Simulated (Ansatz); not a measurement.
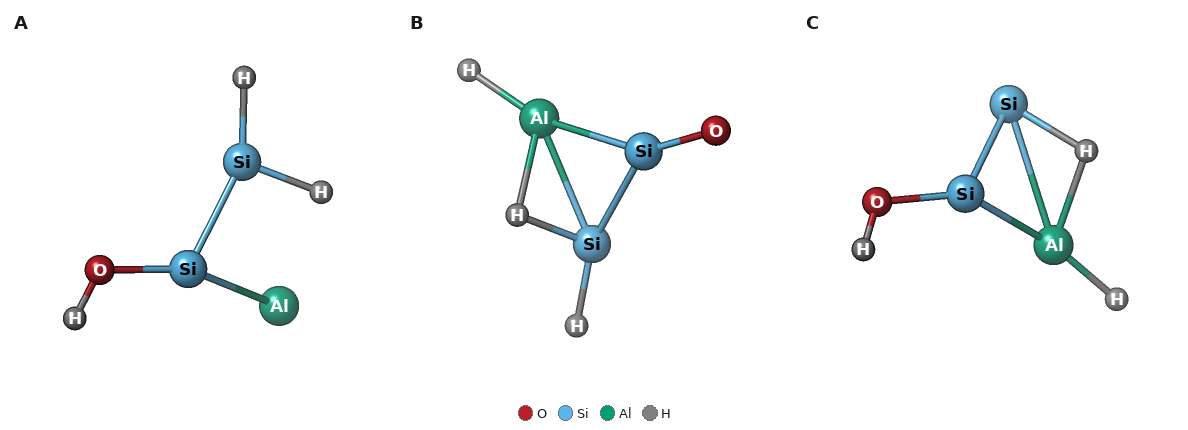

3 stationary structures of one formula. Geometries: PBE0-D4/def2-TZVP. Electronic energies: r2SCAN-D4/def2-TZVPP (Ansatz 0.2.0), without zero-point energy. No frequency run is at hand to confirm each as a minimum. Each is one conformer, not always the lowest.

Which structure is the most stable?

C is lowest (C1); B lies 5.1 kcal/mol above it (C1), A lies 8.2 kcal/mol above it (C1).
